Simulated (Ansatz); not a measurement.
**AsGeH5: vertical energies of changing the electron count in Python**

What does it cost to change the electron count of AsGeH5? Wanted for AsGeH5: vertical energies of changing the electron count. SMILES: [GeH3][AsH2].

Program: Ansatz 0.2.0, driven from Python. Level of theory: PBE0/def2-SVPD. These are calculated values, not measurements.

## (1) The structure

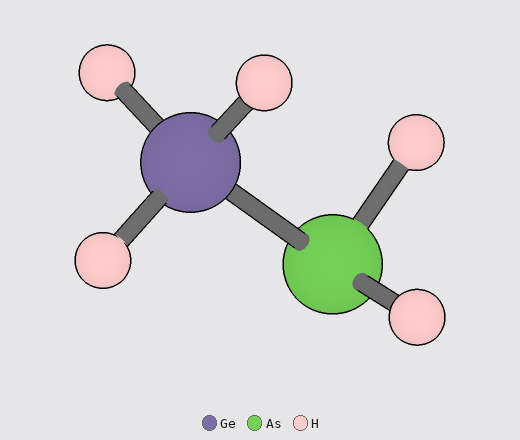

The structure that the script starts from, seen from a chosen angle (germanium purple, arsenic green, hydrogen pink).

No structure file is read: the coordinates are typed or built in the script.

## (2) The code

Input file ip_asgeh5.py:

```python
# -*- coding: utf-8 -*-
"""Removing and adding an electron on AsGeH5 at fixed geometry."""

import ansatz as az
from ase import Atoms


def single_point(molecule, charge=0, unpaired=0):
    calc = (
        molecule.calculation()
        .basis(gaussian="def2-SVPD")
        .functional("pbe0")
    )
    if charge:
        calc = calc.charge(charge)
    if unpaired:
        calc = calc.spin("collinear", total=unpaired)
    return calc.run().report["free_energy_ev"]


def main():
    atoms = Atoms(["Ge", "As", "H", "H", "H", "H", "H"], positions=[
        (-0.3509, -0.6643, -0.4841),
        (0.6675, 1.4434, 0.086),
        (-0.5451, -1.5118, 0.7514),
        (-1.7425, -0.3167, -1.0554),
        (0.4427, -1.357, -1.5921),
        (-0.2262, 1.6324, 1.3549),
        (1.8158, 0.7061, 0.8936),
    ])
    asgeh5 = az.Crystal.molecule_from_ase(atoms)

    # total-energy differences at one geometry
    parent = single_point(asgeh5, 0, 0)
    cation = single_point(asgeh5, 1, 1)
    print(f"E(N)   = {parent:.5f} eV")
    print(f"E(N-1) = {cation:.5f} eV  (1 unpaired)")
    print(f"vertical ionisation energy {cation - parent:.3f} eV")
    anion = single_point(asgeh5, -1, 1)
    print(f"E(N+1) = {anion:.5f} eV  (1 unpaired)")
    print(f"vertical electron affinity {parent - anion:.3f} eV" + ("" if anion < parent else " (unbound in this basis)"))
    print(f"fundamental gap IP - EA = {cation + anion - 2 * parent:.3f} eV")


if __name__ == "__main__":
    main()
```

## (3) The calls as engine input

The engine receives this input (first run):

```yaml
crystal:
  periodic: [false, false, false]
  atoms:
    - { symbol: Ge, position_ang: [-0.3509, -0.6643, -0.4841] }
    - { symbol: As, position_ang: [0.6675, 1.4434, 0.086] }
    - { symbol: H, position_ang: [-0.5451, -1.5118, 0.7514] }
    - { symbol: H, position_ang: [-1.7425, -0.3167, -1.0554] }
    - { symbol: H, position_ang: [0.4427, -1.357, -1.5921] }
    - { symbol: H, position_ang: [-0.2262, 1.6324, 1.3549] }
    - { symbol: H, position_ang: [1.8158, 0.7061, 0.8936] }
basis:
  gaussian:
    orbitals: def2-SVPD
hamiltonian:
  xc: pbe0
```

## (4) The run

Command:

```
> python ip_asgeh5.py
```

What it wrote:

```text
E(N)   = -117411.75307 eV
E(N-1) = -117402.20417 eV  (1 unpaired)
vertical ionisation energy 9.549 eV
E(N+1) = -117410.73017 eV  (1 unpaired)
vertical electron affinity -1.023 eV (unbound in this basis)
fundamental gap IP - EA = 10.572 eV
```

It took 34 s on 1 thread of Arm Neoverse V1, shared host; peak memory 0.46 GiB.

## (5) Inputs of later runs

The engine's inputs for the other runs:

Run 2, against run 1:

```diff
@@ -15,0 +16,4 @@
+magnetization:
+  spin_polarized: true
+  initial_magnetization: 1.0
+total_charge: 1.0
```

Run 3, against run 1:

```diff
@@ -15,0 +16,4 @@
+magnetization:
+  spin_polarized: true
+  initial_magnetization: 1.0
+total_charge: -1.0
```

## (6) Run by run

From the records of these 3 runs:

| run | system | unpaired or total moment | energy (eV) | <S²> | SCF cycles | CPU time (s) |
| --- | --- | --- | --- | --- | --- | --- |
| 1 | AsGeH5 | not set | -117411.7531 | 0.00 | 15 | 3.5 |
| 2 | AsGeH5, charge +1 | 1 | -117402.2042 | 0.75 | 24 | 9.9 |
| 3 | AsGeH5, charge -1 | 1 | -117410.7302 | 0.75 | 47 | 20 |

Totals carry meaning only in balanced differences at one level of theory.

## (7) Summary of results

```
                  quantity      value
vertical ionisation energy   9.549 eV
vertical electron affinity  -1.023 eV
             runs compared          3
```

The ionisation energy is a difference of two total energies at the neutral geometry. The added electron isn't bound in this basis, so the negative affinity reflects the basis as much as the molecule. At this unrelaxed geometry removing an electron costs 9.55 eV and an added one is unbound in this basis (by 1.02 eV). The geometry is a force-field or estimated start, not a minimum of this method, and the basis set is short of its limit. All parts are taken at fixed geometry, without zero-point energy. At an unrelaxed start these energies can be a whole eV from those at the minimum, and a small affinity can change sign. A negative electron affinity means that the anion is unbound here; its size hangs on the basis and tends to about zero as the basis grows, and so does its part in any gap built on it.
